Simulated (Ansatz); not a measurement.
# AlH+ (doublet): one geometry, many settings at distance Al1–H2 = 1.279 Å

Aim: run AlH+ (doublet) at one geometry under a spread of methods and options, and see what each costs and gives.

The runs use Ansatz 0.2.0, Gaussian basis; the settings change from run to run.

27 further runs of the same task are left out: 4 for a known fault of the program, 17 that didn't finish, 6 set aside as unsound or not needed.

## Step 1: What is computed

The geometry derives from a PBE0/def2-TZVP stationary point (not a proven minimum). One bond is set to the value named and the two fragments are kept rigid.

2 atoms, charge 1, spin multiplicity 2.

Atoms are counted from 1 here; the program's logs count them from 0.

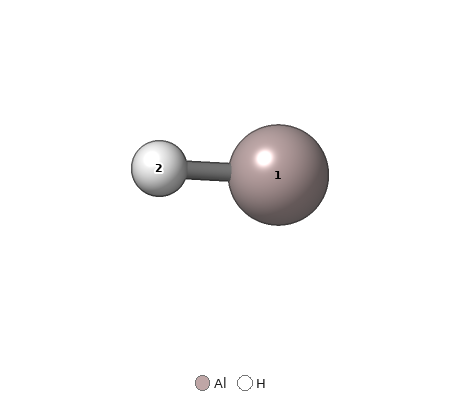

The geometry (aluminium light grey, hydrogen white); atoms are numbered from 1 in the order of the file.

## Step 2: CCSDT(Q)/B on ROHF/aug-cc-pVDZ

in.yaml reads:

```yaml
crystal:
  periodic: [false, false, false]
  atoms:
    - {symbol: Al, position_ang: [0.000000, 0.000000, 0.000000]}
    - {symbol: H, position_ang: [0.000000, 0.000000, 1.279000]}
basis:
  gaussian: {orbitals: aug-cc-pVDZ}
total_charge: 1
magnetization: {spin_polarized: false, initial_magnetization: 1}
correlation: {method: ccsdt_q_b, electrons: outside_noble_gas}
```

On the command line:

```bash
ansatz run in.yaml --threads 1 --pin off --events-out ev --progress --plain --max-ram 2393MiB
```

The program printed:

```text
Functional definition: HF
  name "HF"
  cite "Fock, Z. Phys. 61, 126 (1930) doi:10.1007/BF01340294"
  parent pbe
  exchange = exact_x
  correlation = 0
583 factors; integrals over basis functions are off by at most 1.2e-7 eV
mean field evaluation 1: about -6588.8018 eV, gradient 5.7e0 eV
mean field evaluation 2: about -6588.8015 eV, gradient 5.7e0 eV
mean field evaluation 4: about -6589.2527 eV, gradient 8.0e-1 eV
mean field evaluation 8: about -6589.2710 eV, gradient 1.1e-4 eV
mean field evaluation 16: about -6589.2710 eV, gradient 1.2e-6 eV
mean field -6589.27101921 eV, -242.1512435876 hartree, gradient 1.2e-6 eV, S^2 0.750000; 0 other end points of the search recorded, 0 dependent functions left out
5 core orbitals not correlated: weight in the atoms' cores, before any rotation towards them, 1.000 or more for the frozen orbitals, at most 0.000 for the correlated occupied ones
reference -6589.27101921 eV, -242.1512435876 hartree; 2, 1 occupied and 29, 30 virtual orbitals, 583 factors
second order -0.78836244 eV of doubles, -0.01804801 eV of singles
cycle   1  -1.00934469 eV  change   -2.0e-1 eV  update   4.0e-2
cycle   2  -1.12212146 eV  change   -1.1e-1 eV  update   2.1e-2
cycle   3  -1.13785383 eV  change   -1.6e-2 eV  update   9.2e-3
cycle   4  -1.13937829 eV  change   -1.5e-3 eV  update   1.9e-3
cycle   5  -1.13866147 eV  change    7.2e-4 eV  update   6.9e-4
cycle   6  -1.13865702 eV  change    4.4e-6 eV  update   1.9e-4
cycle   7  -1.13874293 eV  change   -8.6e-5 eV  update   4.9e-5
cycle   8  -1.13873434 eV  change    8.6e-6 eV  update   1.6e-5
cycle   9  -1.13872961 eV  change    4.7e-6 eV  update   4.7e-6
cycle  10  -1.13873236 eV  change   -2.8e-6 eV  update   1.2e-6
cycle  11  -1.13873237 eV  change   -7.8e-9 eV  update   3.0e-7
perturbative correction 0.00000000 eV, 0.0000000000 hartree
Total energy: -6590.40975158 eV, -242.1930912303 hartree
```

Run time: 1.3 s. Hardware: 1 thread of Arm Neoverse V2, shared host.

From the report: correlation -1.1387 eV; T1 0.031; largest double amplitude 0.04.

## Step 3: CCSD/def2-TZVP

in.yaml reads:

```yaml
crystal:
  periodic: [false, false, false]
  atoms:
    - {symbol: Al, position_ang: [0.000000, 0.000000, 0.000000]}
    - {symbol: H, position_ang: [0.000000, 0.000000, 1.279000]}
basis:
  gaussian: {orbitals: def2-TZVP}
total_charge: 1
magnetization: {spin_polarized: false, initial_magnetization: 1}
hamiltonian: {xc: {name: r2SCAN}}
correlation: {method: ccsd, electrons: valence}
```

Launched as before.

The program printed (excerpt; [...] marks lines left out):

```text
Functional definition: r2SCAN
  name "r2SCAN"
  cite "Furness, Kaplan, Ning, Perdew & Sun, J. Phys. Chem. Lett. 11, 8208 (2020) doi:10.1021/acs.jpclett.0c02405"
  cite "Furness, Kaplan, Ning, Perdew & Sun, J. Phys. Chem. Lett. 11, 9248 (2020) doi:10.1021/acs.jpclett.0c03077"
  parent r2scan
[...]
278 factors; integrals over basis functions are off by at most 8.6e-4 eV
[...]
mean field -6601.72342171 eV, -242.6088609388 hartree, gradient 1.2e-6 eV, S^2 0.750000; 0 other end points of the search recorded, 0 dependent functions left out
5 core orbitals not correlated: weight in the atoms' cores, before any rotation towards them, 1.000 or more for the frozen orbitals, at most 0.000 for the correlated occupied ones
reference -6589.23090260 eV, -242.1497693294 hartree; 2, 1 occupied and 36, 37 virtual orbitals, 278 factors
second order -0.89119940 eV of doubles, -0.07060272 eV of singles
cycle   1  -1.15562705 eV  change   -1.9e-1 eV  update   3.4e-2
[...]
cycle   9  -1.24142909 eV  change    1.7e-6 eV  update   2.3e-6
Total energy: -6590.47233170 eV, -242.1953910072 hartree
```

Wall time 1.1 s (1 thread of Arm Neoverse V2, shared host).

From the report: correlation -1.2414 eV; T1 0.022; largest double amplitude 0.04. The orbitals are Kohn-Sham ones, so correlation energy and T1 don't compare with those on Hartree-Fock orbitals.

## Step 4: BCCD(T) on UHF/aug-cc-pVDZ

in.yaml reads:

```yaml
crystal:
  periodic: [false, false, false]
  atoms:
    - {symbol: Al, position_ang: [0.000000, 0.000000, 0.000000]}
    - {symbol: H, position_ang: [0.000000, 0.000000, 1.279000]}
basis:
  gaussian: {orbitals: aug-cc-pVDZ}
total_charge: 1
magnetization: {spin_polarized: true, initial_magnetization: 1}
correlation: {method: bccd_t, electrons: valence}
scf: {lower_state_search: off}
output: {forces: true}
```

The command is unchanged.

The program printed (excerpt; [...] marks lines left out):

```text
Functional definition: HF
  name "HF"
  cite "Fock, Z. Phys. 61, 126 (1930) doi:10.1007/BF01340294"
  parent pbe
[...]
356 factors; integrals over basis functions are off by at most 7.9e-4 eV
[...]
mean field -6589.31362695 eV, -242.1528093931 hartree, gradient 1.7e-6 eV, S^2 0.757217; 0 other end points of the search recorded, 0 dependent functions left out
5 core orbitals not correlated: weight in the atoms' cores, before any rotation towards them, 1.000 or more for the frozen orbitals, at most 0.000 for the correlated occupied ones
reference -6589.31362695 eV, -242.1528093931 hartree; 2, 1 occupied and 29, 30 virtual orbitals, 356 factors
second order -0.77836198 eV of doubles, -0.00000000 eV of singles
cycle   1  -0.97969765 eV  change   -2.0e-1 eV  update   3.7e-2
[...]
cycle  10  -1.08059710 eV  change   -6.3e-7 eV  update   8.2e-7
perturbative correction -0.01117585 eV, -0.0004107048 hartree
[...]
Total energy: -6590.40539989 eV, -242.1929313088 hartree
Atom 0 at     0.000000     0.000000     0.000000 Å, force     0.000000    -0.000000    -7.890202 eV/Å
Atom 1 at     0.000000     0.000000     1.279000 Å, force    -0.000000     0.000000     7.890202 eV/Å
Dipole moment:    -0.000000    -0.000000    -0.145549 e Å
Checks for a lower state left out: starts, cluster_reference, orbital_swaps, neighbouring_geometries, increment
```

Run time: 0.78 s. Hardware: 1 thread of Arm Neoverse V2, shared host.

From the report: ⟨S²⟩ of the determinant 0.757 (pure doublet: 0.75); correlation -1.0918 eV; largest double amplitude 0.04.

## Step 5: CCSDT(Q) on ROHF/pcseg-2

in.yaml reads:

```yaml
crystal:
  periodic: [false, false, false]
  atoms:
    - {symbol: Al, position_ang: [0.000000, 0.000000, 0.000000]}
    - {symbol: H, position_ang: [0.000000, 0.000000, 1.279000]}
basis:
  gaussian: {orbitals: pcseg-2}
total_charge: 1
magnetization: {spin_polarized: false, initial_magnetization: 1}
correlation: {method: ccsdt_q, electrons: outside_noble_gas}
scf: {lower_state_search: off}
output: {forces: true}
```

Same command.

The program printed (excerpt; [...] marks lines left out):

```text
Functional definition: HF
  name "HF"
  cite "Fock, Z. Phys. 61, 126 (1930) doi:10.1007/BF01340294"
  parent pbe
[...]
549 factors; integrals over basis functions are off by at most 1.6e-7 eV
[...]
mean field -6589.30215372 eV, -242.1523877596 hartree, gradient 1.5e-6 eV, S^2 0.750000; 0 other end points of the search recorded, 0 dependent functions left out
5 core orbitals not correlated: weight in the atoms' cores, before any rotation towards them, 1.000 or more for the frozen orbitals, at most 0.000 for the correlated occupied ones
reference -6589.30215372 eV, -242.1523877596 hartree; 2, 1 occupied and 41, 42 virtual orbitals, 549 factors
second order -0.92056051 eV of doubles, -0.01741798 eV of singles
cycle   1  -1.11969492 eV  change   -1.8e-1 eV  update   3.8e-2
[...]
cycle  11  -1.24166238 eV  change    9.2e-9 eV  update   2.0e-7
perturbative correction 0.00000000 eV, 0.0000000000 hartree
[...]
Total energy: -6590.54381610 eV, -242.1980180105 hartree
Atom 0 at     0.000000     0.000000     0.000000 Å, force    -0.000000    -0.000000    -7.828614 eV/Å
Atom 1 at     0.000000     0.000000     1.279000 Å, force     0.000000     0.000000     7.828614 eV/Å
Dipole moment:    -0.000000     0.000000    -0.145420 e Å
Checks for a lower state left out: starts, cluster_reference, orbital_swaps, neighbouring_geometries, increment
```

Wall time 12 s (1 thread of Arm Neoverse V2, shared host); peak memory 0.36 GiB.

From the report: correlation -1.2417 eV; T1 0.030; largest double amplitude 0.04.

## Step 6: All runs side by side

```tsv
level	correlated	functions	energy (eV)	time
CCSDT(Q)/B on ROHF/aug-cc-pVDZ	outside noble gas	36	-6590.4098	1.3 s
CCSD/def2-TZVP (on r2SCAN orbitals)	valence	43	-6590.4723	1.1 s
BCCD(T) on UHF/aug-cc-pVDZ	valence	36	-6590.4054	0.78 s
CCSDT(Q) on ROHF/pcseg-2	outside noble gas	48	-6590.5438	12 s
```

## Step 7: Summary of results

```
quantity                               value
    runs                                   4
quickest  BCCD(T) on UHF/aug-cc-pVDZ, 0.78 s
 slowest      CCSDT(Q) on ROHF/pcseg-2, 12 s
```

**Reading.** Total energies in different bases, with other cores or another treatment of relativity can't be set against each other. CCSDT(Q) on ROHF/pcseg-2 took 15 times as long as BCCD(T) on UHF/aug-cc-pVDZ; the jobs differ in more than the method.
